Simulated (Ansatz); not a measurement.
# Geometry relaxation, with input and output: SiPH6F (part 2 of 2)

SiPH6F; RKS revPBE/def2-SVP (Ansatz 0.2.0). It belongs to a series of runs on one base structure; here: end point A relaxed.

Trajectory as extended XYZ, continued
```
9
Properties=species:S:1:pos:R:3:forces:R:3 step=9 energy=-19969.73745
Si    0.8258    0.0562   -0.4167    0.0579   0.0054   0.0661
F     0.5626   -0.0575    1.2109    0.0094   0.0090  -0.1228
H     2.3102    0.1662   -0.6551   -0.1020  -0.0119   0.0224
H     0.1232    1.2803   -0.9349    0.0179  -0.0250   0.0181
H     0.2805   -1.1789   -1.0786    0.0181   0.0225   0.0176
P    -3.5480    0.1150    1.6078    0.0546  -0.0465   0.0613
H    -3.4710   -1.0648    0.7793   -0.0065   0.0142   0.0144
H    -3.9693   -0.6498    2.7590    0.0236   0.0262  -0.0435
H    -2.1527    0.0211    1.9725   -0.0730   0.0061  -0.0336
9
Properties=species:S:1:pos:R:3:forces:R:3 step=10 energy=-19969.73954
Si    0.8512    0.0616   -0.4341    0.0596  -0.0236   0.1290
F     0.4692   -0.0613    1.1721    0.0408   0.0204  -0.1912
H     2.3528    0.1585   -0.5598   -0.1512  -0.0008   0.0119
H     0.1922    1.2927   -0.9937    0.0348  -0.0336   0.0256
H     0.3476   -1.1673   -1.1412    0.0227   0.0377   0.0249
P    -3.6019    0.1076    1.6572    0.1666  -0.1174   0.1233
H    -3.5783   -1.0671    0.8163   -0.0203   0.0279   0.0281
H    -3.9011   -0.6729    2.8420    0.0485   0.0740  -0.1258
H    -2.1702    0.0360    1.8853   -0.2015   0.0155  -0.0258
9
Properties=species:S:1:pos:R:3:forces:R:3 step=11 energy=-19969.74273
Si    0.8558    0.0598   -0.4356    0.0262   0.0084   0.1377
F     0.4544   -0.0616    1.1651    0.0381   0.0096  -0.1634
H     2.3542    0.1607   -0.5442   -0.0759  -0.0152   0.0086
H     0.2118    1.2956   -0.9983    0.0057  -0.0261   0.0061
H     0.3601   -1.1677   -1.1477    0.0125   0.0236   0.0109
P    -3.6133    0.1055    1.6671    0.0773  -0.0708   0.0876
H    -3.6135   -1.0674    0.8254    0.0008   0.0179   0.0088
H    -3.8668   -0.6801    2.8547    0.0106   0.0470  -0.0630
H    -2.1813    0.0431    1.8575   -0.0952   0.0056  -0.0333
9
Properties=species:S:1:pos:R:3:forces:R:3 step=12 energy=-19969.74570
Si    0.8652    0.0618   -0.4344    0.0051   0.0018  -0.0089
F     0.4302   -0.0570    1.1517   -0.0039  -0.0005   0.0063
H     2.3615    0.1556   -0.5112    0.0008  -0.0009   0.0028
H     0.2350    1.2959   -1.0130    0.0023  -0.0009  -0.0015
H     0.3828   -1.1635   -1.1564    0.0028   0.0009  -0.0008
P    -3.6333    0.1014    1.6941    0.0014  -0.0050   0.0020
H    -3.6729   -1.0591    0.8378   -0.0081   0.0024   0.0015
H    -3.8105   -0.6977    2.8813    0.0061  -0.0003   0.0014
H    -2.1966    0.0504    1.7942   -0.0065   0.0025  -0.0028
9
Properties=species:S:1:pos:R:3:forces:R:3 step=13 energy=-19969.74716
Si    0.9004    0.0664   -0.4462    0.0060   0.0005  -0.0349
F     0.3900   -0.0493    1.1172   -0.0105   0.0005   0.0123
H     2.3996    0.1515   -0.4520   -0.0087   0.0031   0.0038
H     0.3025    1.3015   -1.0572    0.0106  -0.0003   0.0086
H     0.4462   -1.1556   -1.1921    0.0052  -0.0029   0.0064
P    -3.6930    0.0920    1.7530    0.1419  -0.0701   0.0648
H    -3.8080   -1.0504    0.8759    0.0001   0.0198   0.0483
H    -3.7307   -0.7310    2.9441    0.0058   0.0488  -0.1158
H    -2.2456    0.0627    1.7013   -0.1503   0.0005   0.0064
9
Properties=species:S:1:pos:R:3:forces:R:3 step=14 energy=-19969.74843
Si    0.9040    0.0674   -0.4510   -0.0016  -0.0024  -0.0065
F     0.3751   -0.0482    1.1069   -0.0041   0.0012   0.0008
H     2.4027    0.1505   -0.4394    0.0024   0.0037   0.0038
H     0.3157    1.3047   -1.0660    0.0057  -0.0011  -0.0001
H     0.4580   -1.1553   -1.2001    0.0006  -0.0007  -0.0016
P    -3.6958    0.0943    1.7616    0.0695  -0.0628   0.0313
H    -3.8189   -1.0504    0.8905   -0.0073   0.0193   0.0068
H    -3.7265   -0.7354    2.9444    0.0074   0.0387  -0.0434
H    -2.2530    0.0604    1.6974   -0.0727   0.0041   0.0089
9
Properties=species:S:1:pos:R:3:forces:R:3 step=15 energy=-19969.74926
Si    0.9114    0.0680   -0.4584    0.0017   0.0006  -0.0009
F     0.3499   -0.0452    1.0884   -0.0034  -0.0003  -0.0018
H     2.4095    0.1504   -0.4145    0.0018   0.0001   0.0019
H     0.3386    1.3058   -1.0864    0.0020   0.0001  -0.0019
H     0.4795   -1.1546   -1.2159    0.0016   0.0003  -0.0003
P    -3.7046    0.0912    1.7797    0.0053  -0.0025   0.0057
H    -3.8421   -1.0450    0.9016   -0.0032   0.0000   0.0003
H    -3.7143   -0.7436    2.9555   -0.0006   0.0005   0.0001
H    -2.2665    0.0609    1.6941   -0.0052   0.0013  -0.0031
9
Properties=species:S:1:pos:R:3:forces:R:3 step=16 energy=-19969.75025
Si    0.9437    0.0724   -0.4817   -0.0037   0.0045   0.1042
F     0.2741   -0.0347    1.0271    0.0578   0.0081  -0.1346
H     2.4396    0.1473   -0.3335   -0.0690  -0.0046  -0.0033
H     0.4219    1.3127   -1.1514    0.0114  -0.0199   0.0153
H     0.5574   -1.1492   -1.2669    0.0074   0.0126   0.0155
P    -3.7472    0.0844    1.8464    0.0467  -0.0292   0.0092
H    -3.9473   -1.0315    0.9527   -0.0012   0.0109   0.0185
H    -3.6631   -0.7777    3.0016   -0.0025   0.0158  -0.0324
H    -2.3178    0.0643    1.6497   -0.0469   0.0018   0.0077
9
Properties=species:S:1:pos:R:3:forces:R:3 step=17 energy=-19969.75091
Si    0.9520    0.0740   -0.4887   -0.0057   0.0003   0.0804
F     0.2644   -0.0322    1.0102    0.0368   0.0057  -0.0865
H     2.4443    0.1466   -0.3215   -0.0395  -0.0017  -0.0048
H     0.4402    1.3149   -1.1634    0.0072  -0.0128   0.0044
H     0.5745   -1.1482   -1.2764    0.0039   0.0092   0.0043
P    -3.7557    0.0831    1.8583    0.0063  -0.0062   0.0021
H    -3.9642   -1.0304    0.9645    0.0003   0.0044   0.0056
H    -3.6643   -0.7821    3.0085   -0.0028   0.0007  -0.0022
H    -2.3297    0.0623    1.6526   -0.0066   0.0004  -0.0033
9
Properties=species:S:1:pos:R:3:forces:R:3 step=18 energy=-19969.75157
Si    0.9723    0.0771   -0.5020   -0.0121   0.0031   0.0381
F     0.2376   -0.0253    0.9728    0.0202   0.0023  -0.0428
H     2.4575    0.1459   -0.2891   -0.0142  -0.0029  -0.0002
H     0.4865    1.3180   -1.1945    0.0028  -0.0023   0.0017
H     0.6152   -1.1433   -1.3010    0.0040   0.0003   0.0020
P    -3.7773    0.0798    1.8902   -0.0101   0.0033  -0.0089
H    -4.0138   -1.0259    0.9944   -0.0045   0.0010   0.0006
H    -3.6581   -0.7946    3.0300    0.0034  -0.0056   0.0090
H    -2.3587    0.0562    1.6433    0.0104   0.0008   0.0007
9
Properties=species:S:1:pos:R:3:forces:R:3 step=19 energy=-19969.75180
Si    1.0089    0.0846   -0.5286   -0.0030  -0.0034   0.0675
F     0.1753   -0.0117    0.8952    0.0519   0.0083  -0.0949
H     2.4795    0.1423   -0.2169   -0.0553   0.0027  -0.0047
H     0.5791    1.3274   -1.2564    0.0063  -0.0200   0.0198
H     0.7010   -1.1359   -1.3492   -0.0018   0.0122   0.0124
P    -3.8169    0.0734    1.9528    0.0541  -0.0339  -0.0028
H    -4.1204   -1.0162    1.0547    0.0129   0.0199   0.0276
H    -3.6326   -0.8192    3.0725   -0.0107   0.0133  -0.0294
H    -2.4126    0.0432    1.6201   -0.0545   0.0009   0.0045
9
Properties=species:S:1:pos:R:3:forces:R:3 step=20 energy=-19969.75222
Si    1.0053    0.0832   -0.5274   -0.0069   0.0068   0.0269
F     0.1737   -0.0135    0.8949    0.0189   0.0006  -0.0315
H     2.4739    0.1436   -0.2162   -0.0214  -0.0044  -0.0036
H     0.5741    1.3264   -1.2517    0.0034  -0.0060   0.0039
H     0.6939   -1.1357   -1.3480    0.0056   0.0028   0.0041
P    -3.8099    0.0748    1.9477    0.0049  -0.0095  -0.0087
H    -4.1053   -1.0173    1.0520   -0.0023   0.0065   0.0058
H    -3.6382   -0.8158    3.0691    0.0044   0.0026  -0.0031
H    -2.4062    0.0423    1.6236   -0.0065   0.0006   0.0062
9
Properties=species:S:1:pos:R:3:forces:R:3 step=21 energy=-19969.75233
Si    1.0053    0.0833   -0.5280    0.0016  -0.0003  -0.0006
F     0.1657   -0.0168    0.8879   -0.0013   0.0000  -0.0002
H     2.4707    0.1428   -0.2076   -0.0003   0.0000   0.0007
H     0.5786    1.3273   -1.2526    0.0000   0.0003   0.0001
H     0.7015   -1.1345   -1.3524    0.0004   0.0000  -0.0005
P    -3.8106    0.0745    1.9504   -0.0007   0.0001   0.0005
H    -4.1111   -1.0178    1.0574   -0.0005  -0.0001   0.0004
H    -3.6294   -0.8151    3.0707    0.0008   0.0001   0.0001
H    -2.4092    0.0441    1.6183    0.0001   0.0000  -0.0006
9
Properties=species:S:1:pos:R:3:forces:R:3 step=22 energy=-19969.75246
Si    1.0169    0.0848   -0.5365   -0.0021  -0.0016   0.0011
F     0.1399   -0.0179    0.8566    0.0030   0.0003  -0.0067
H     2.4735    0.1425   -0.1773   -0.0030  -0.0009   0.0002
H     0.6103    1.3303   -1.2700    0.0000   0.0023   0.0021
H     0.7334   -1.1303   -1.3723    0.0020  -0.0002   0.0030
P    -3.8227    0.0727    1.9716    0.0036   0.0000  -0.0008
H    -4.1453   -1.0162    1.0823   -0.0014  -0.0010   0.0015
H    -3.6150   -0.8207    3.0845    0.0010   0.0008  -0.0028
H    -2.4297    0.0427    1.6052   -0.0031   0.0003   0.0024
```

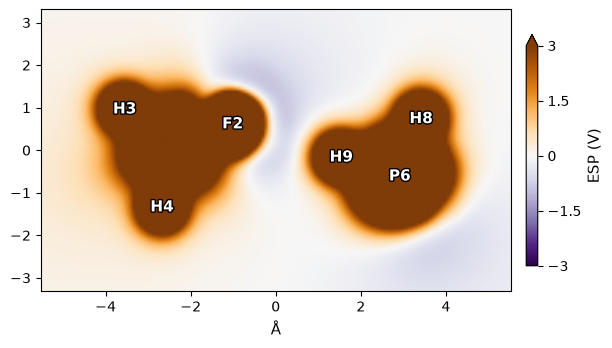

**Figure 1.** Electrostatic potential on the plane of atoms H8, P6 and H9. Atoms in the plane: F, H and P.

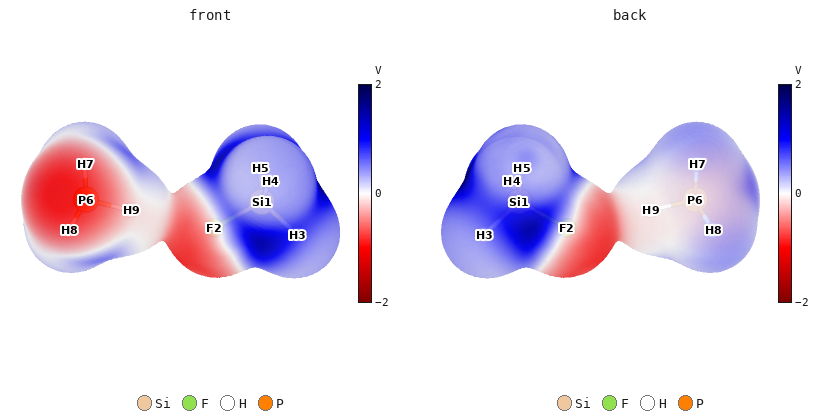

**Figure 2.** The electrostatic potential painted on the density surface at 0.002 e/bohr³, seen face on and from behind; the colour scale runs from red (negative) to blue (positive). A positive charge is drawn to the negative regions and a negative charge to the positive ones.

This output came from the following input.

The input
```yaml
crystal:
  periodic: [false, false, false]
  atoms:
    - { symbol: Si, position_ang: [0.320518, 0.007187, -0.106496] }
    - { symbol: F, position_ang: [0.553883, -0.0871, 1.49641] }
    - { symbol: H, position_ang: [1.669474, 0.186121, -0.747209] }
    - { symbol: H, position_ang: [-0.548159, 1.187481, -0.423376] }
    - { symbol: H, position_ang: [-0.299873, -1.268237, -0.59269] }
    - { symbol: P, position_ang: [-2.820816, 0.192031, 1.163669] }
    - { symbol: H, position_ang: [-2.808143, -1.044062, 0.420015] }
    - { symbol: H, position_ang: [-3.548398, -0.416825, 2.253713] }
    - { symbol: H, position_ang: [-1.557085, -0.068695, 1.780063] }
basis:
  gaussian: { orbitals: def2-SVP }
hamiltonian:
  xc: revpbe
relax:
  f_tol: 0.03
  max_steps: 50
output:
  orbitals: {}
```

Launched with:
```bash
ansatz run input.yaml --threads 1 --pin off --max-ram 2048MiB --backend cpu --events-out ev --progress --plain --runs-dir out
```

Results in brief

```tsv
quantity	value
outcome	converged
total energy	−19969.7525 eV
mean-field energy	−19969.7525 eV
largest force (length of the vector) at the end	0.007 eV/Å
hardware	1 thread of Arm Neoverse V1, 24 GiB of memory available, shared host
wall time	52 s
peak memory	0.14 GiB
```
